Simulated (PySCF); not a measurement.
**Single-point calculation of C3H4AlF**

- system: C3H4AlF
- method: SVWN5/cc-pVDZ, RKS (PySCF 2.14.0)

A bond length was changed on purpose from its optimised value.

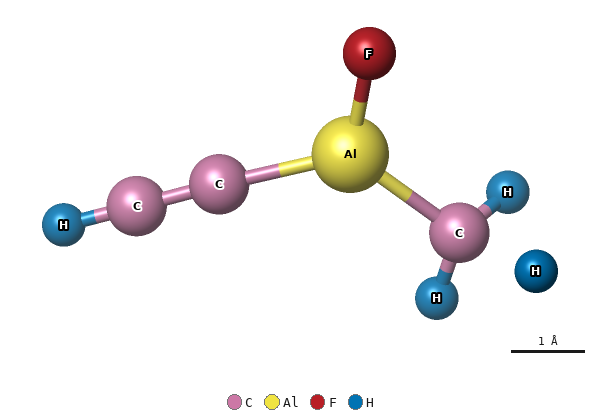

**Figure 1.** The input geometry (ball-and-stick view, seen at a tilt). Sticks mark near contacts.

Input (job.py)
```python
from pyscf import gto, dft

mol = gto.M(
    atom='''
C     -0.708689     6.379644     0.224739
C     -0.537291     4.228001    -0.529639
Al    -0.346239     0.808353    -1.609807
C     -1.943058    -1.995812     0.092270
F      1.315964     0.275450    -4.192684
H     -0.851552     8.281275     0.878963
H     -3.305928    -2.930659    -1.150603
H      0.564839    -4.572759     1.050121
H     -2.937432    -1.398469     1.799070
''',
    charge=0,
    unit='bohr',
    verbose=3,
    max_memory=1860,
    basis='cc-pvdz',
)

ks = dft.RKS(mol)
ks.xc = 'svwn'
ks.grids.level = 5
ks.conv_tol = 1e-10
ks.kernel()
if not ks.converged:
    ks = ks.newton().run(ks.mo_coeff, ks.mo_occ)

e_tot = ks.e_tot
print(f'total energy: {e_tot:.8f} hartree')
```

Launched with:
```bash
OMP_NUM_THREADS=1 python job.py
```

What the program printed
```
converged SCF energy = -456.110151032415
total energy: -456.11015103 hartree
```

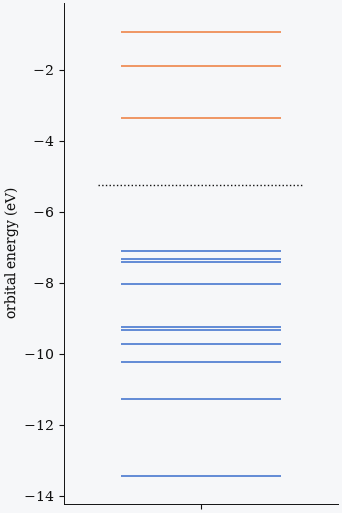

**Figure 2.** Orbital energies near the frontier; the dotted line parts filled from empty levels, and levels within 0.02 eV of each other stand side by side. Highest filled −7.10 eV, lowest empty −3.37 eV, 3.73 eV apart.

Key numbers

```tsv
quantity	value
outcome	converged
total energy	−456.110151 hartree
basis functions	94
HOMO	−7.10 eV
LUMO	−3.37 eV
dipole moment	2.22 D
hardware	1 thread of Intel Xeon @ 2.70GHz, 189 GiB of memory available, shared host
wall time	16 s
peak memory	0.33 GiB
```
